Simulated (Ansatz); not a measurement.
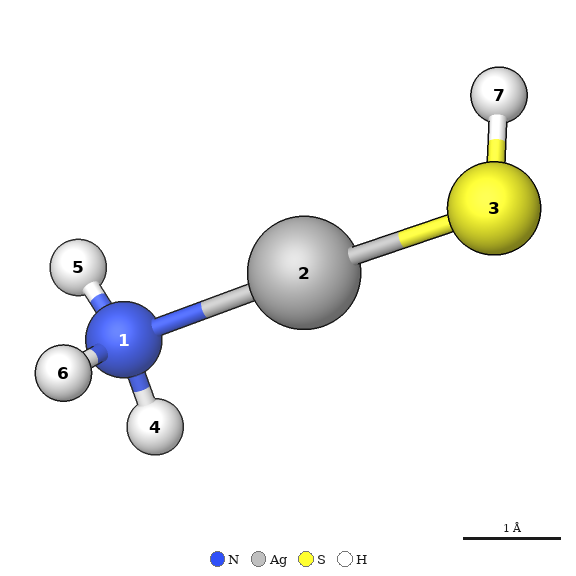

Figure made from data computed with Ansatz.

Atoms carry their numbers in the input. The species is neutral and a spin singlet. Geometry: moved along internal coordinates away from the minimum.

List the bonds and their lengths.

```csv
bond,length (Å)
N1–Ag2,2.184
N1–H4,1.013
N1–H5,1.013
N1–H6,1.014
Ag2–S3,2.296
S3–H7,1.344
```
